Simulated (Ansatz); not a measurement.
ZrSiN4H12: several calculations on one system

### Relaxation

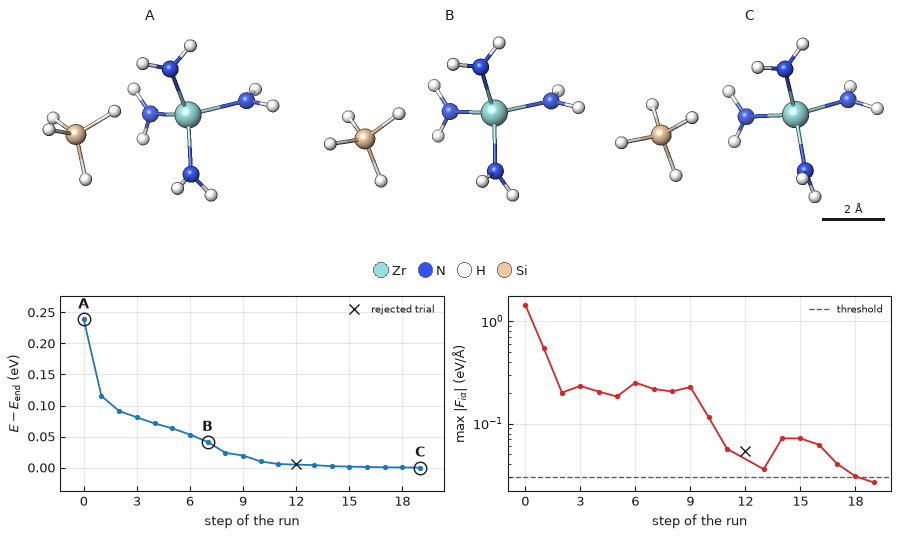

Frames of a relaxation of ZrSiN$_{4}$H$_{12}$, marked on the history of the run. A ball-and-stick model, seen at a tilt.

The run prepares an end point of a later path (reaction) calculation, from a guessed geometry.

Level of theory: RKS PBE/def2-SVP in Ansatz 0.2.0.

Input
```yaml
crystal:
  periodic: [false, false, false]
  atoms:
    - { symbol: Zr, position_ang: [0.160794, -0.049547, 0.04247] }
    - { symbol: "N", position_ang: [0.312937, -0.032025, 2.201715] }
    - { symbol: H, position_ang: [-0.399563, 0.033788, 2.932961] }
    - { symbol: H, position_ang: [1.234913, -0.000499, 2.656061] }
    - { symbol: "N", position_ang: [2.064578, 0.02429, -0.714122] }
    - { symbol: H, position_ang: [2.717179, -0.770426, -0.720747] }
    - { symbol: H, position_ang: [2.521392, 0.803979, -1.200156] }
    - { symbol: "N", position_ang: [-0.83996, 1.597882, -0.693795] }
    - { symbol: H, position_ang: [-1.414856, 1.624285, -1.544072] }
    - { symbol: H, position_ang: [-0.916367, 2.516759, -0.239267] }
    - { symbol: "N", position_ang: [-0.68582, -1.759067, -0.730125] }
    - { symbol: H, position_ang: [-1.315382, -2.463668, -0.328621] }
    - { symbol: H, position_ang: [-0.424776, -2.074517, -1.673828] }
    - { symbol: Si, position_ang: [-3.359838, 0.125389, 1.480753] }
    - { symbol: H, position_ang: [-3.767772, -0.708109, 0.301483] }
    - { symbol: H, position_ang: [-4.089271, -0.36097, 2.705553] }
    - { symbol: H, position_ang: [-3.715092, 1.565107, 1.242639] }
    - { symbol: H, position_ang: [-1.908795, -0.028551, 1.721097] }
basis:
  gaussian: { orbitals: def2-SVP }
hamiltonian:
  xc: pbe
relax:
  f_tol: 0.03
  max_steps: 50
output:
  orbitals: {}
```

Launched with:
```bash
ansatz run input.yaml --threads 4 --pin off --max-ram 5120MiB --backend cpu --events-out ev --progress --plain --runs-dir out
```

Q: What happens along the run?

A: After 18 accepted moves (19 points after the start) the energy has fallen by 0.239 eV. Largest force component: 1.5 eV/Å at the start, 0.027 eV/Å at the end. The line search rejected the trial step at point 12 of the run. The atom that moves furthest after the best rigid fit is H16 (1.27 Å). By element the largest moves are H 1.27 Å, Si 0.58 Å, N 0.56 Å, Zr 0.27 Å. Near-neighbour distances that change, for instance: Zr1–H18 2.665 → 3.667 Å, Zr1–N2 2.165 → 2.055 Å, Si14–H18 1.479 → 1.502 Å, Zr1–N8 2.063 → 2.073 Å. Bond angles that change, for instance: Zr1–N2–H4 120.3° → 129.7°, Zr1–N2–H3 131.6° → 122.3°, N2–Zr1–N8 112.6° → 109.0°. Cost: 47 s on 4 threads of Arm Neoverse V2, on a shared host, peak memory 0.25 GiB. From step 0 to 7: H16 moves most (0.81 Å), energy −0.197 eV. From step 7 to 19: H12 moves most (0.74 Å), energy −0.041 eV.

### Relaxation

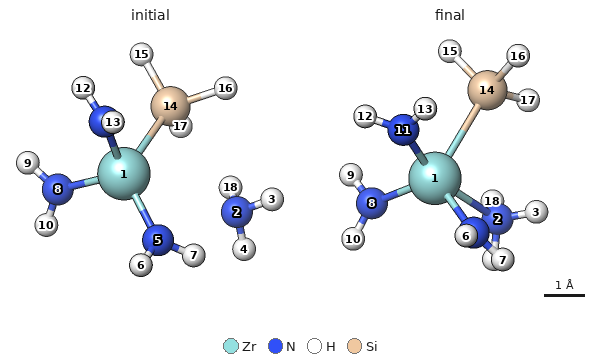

The structure of ZrSiN₄H₁₂ before (left) and after (right) a relaxation, at one scale.

The picture is a ball-and-stick view, seen at a tilt.

The run prepares an end point of a later path (reaction) calculation, from a guessed geometry.

Method: RKS PBE/def2-SVP in Ansatz. Settings: no spin polarisation; force threshold 0.03 eV/Å; at most 50 steps.

What changed between the two?

Answer. The largest move after the best rigid fit is that of H17, 1.50 Å. By element the largest moves are H 1.50 Å, N 1.04 Å, Si 0.67 Å, Zr 0.36 Å. Near-neighbour distances that change, for instance: Zr1–H4 4.089 → 3.087 Å, Zr1–H3 3.980 → 3.032 Å, Zr1–N2 3.404 → 2.491 Å, Zr1–H18 3.626 → 2.984 Å. New bonds form, among them: Zr1–N2 (3.40 → 2.49 Å). Bond angles that change, for instance: N8–Zr1–Si14 98.8° → 112.8°, N5–Zr1–N11 110.5° → 100.1°, N11–Zr1–Si14 98.0° → 89.5°. Groups turn about Zr1–N11 by about 50°, Zr1–N8 by about 30°. Over 30 accepted moves (33 points after the start) the energy falls by 14.0 kcal/mol. The largest force component goes from 0.89 to 0.0085 eV/Å. The line search rejected the trial steps at points 10, 20, 25 of the run. The forces were under the threshold at step 21, but the run went on from there.

### Path

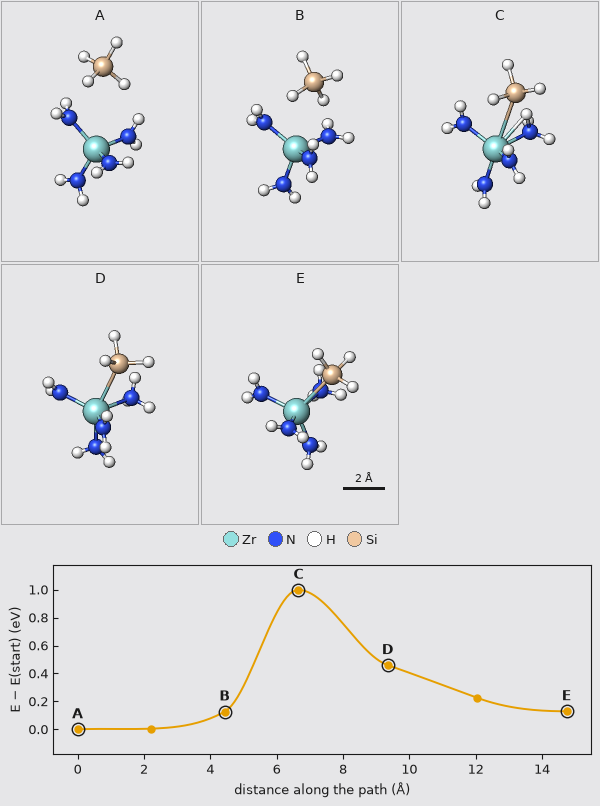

NEB run on ZrSiN$_{4}$H$_{12}$, made up at the start of ZrN4H8 and SiH₄. Images are numbered from 0 (start) to 6 (end). Frames A to E are images 0, 2, 3, 4, 6. The picture is a ball-and-stick view, seen from a free direction.

Level of theory: Ansatz, RKS PBE/def2-SVP. Run with 5 movable images; climbing image; force threshold 0.05 eV/Å; iteration limit 60; starting path through a guess of the saddle point.

> What happens along the path, and what is the barrier?

The energy climbs by 1.00 eV to image 3 and then falls by 0.87 eV, so the end point sits at +0.13 eV. Breaking: H–Si (1.50 → 3.15 Å). Forming: H–N (3.39 → 1.03 Å), Si–Zr (4.43 → 2.83 Å). The band converged in 31 iterations, with a climbing image at the top. At the top, the vibrational analysis gives one imaginary mode (1030i cm⁻¹), as a transition state must have.

Limits of the set-up: the start holds two separate molecules, 2.7 Å apart at their closest, whose relative position is a soft coordinate and is computed without a dispersion correction.

The run took 5.8 min on 4 threads of Arm Neoverse V2, with other jobs on the host, peak memory 0.26 GiB.
